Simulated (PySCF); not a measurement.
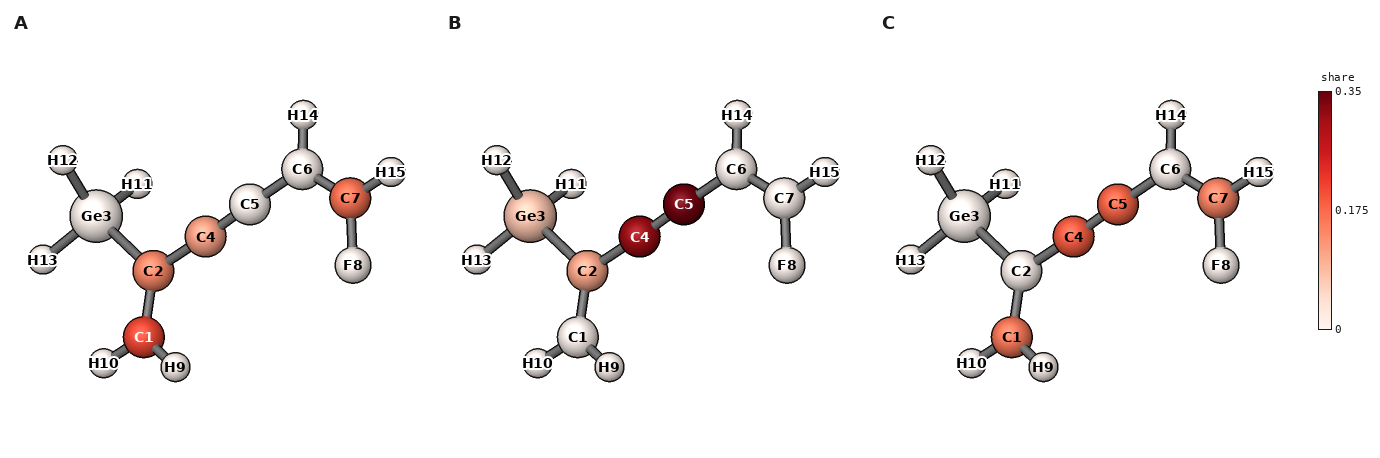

Each panel colours the atoms by their Löwdin share in one orbital (up to four of the largest shares; other atoms are shown as zero). Computed geometry: GFN2-xTB optimisation. No frequency run is at hand to confirm it as a minimum. Method: CAM-B3LYP/def2-SVPD (PySCF 2.14.0).

The panels show the HOMO−1, HOMO, LUMO, in some order. Which is which?

Answer. A: LUMO, −0.55 eV; C1 0.21, C7 0.17, C2 0.14, C4 0.11
B: HOMO−1, −8.97 eV; C5 0.34, C4 0.31, C2 0.11, Ge3 0.07
C: HOMO, −7.78 eV; C4 0.19, C5 0.18, C1 0.16, C7 0.15

The geometry is semi-empirical. Around Ge such bond lengths and angles can be off by a tenth of an ångström or more and by several degrees, and values that hang on the shape move with them.
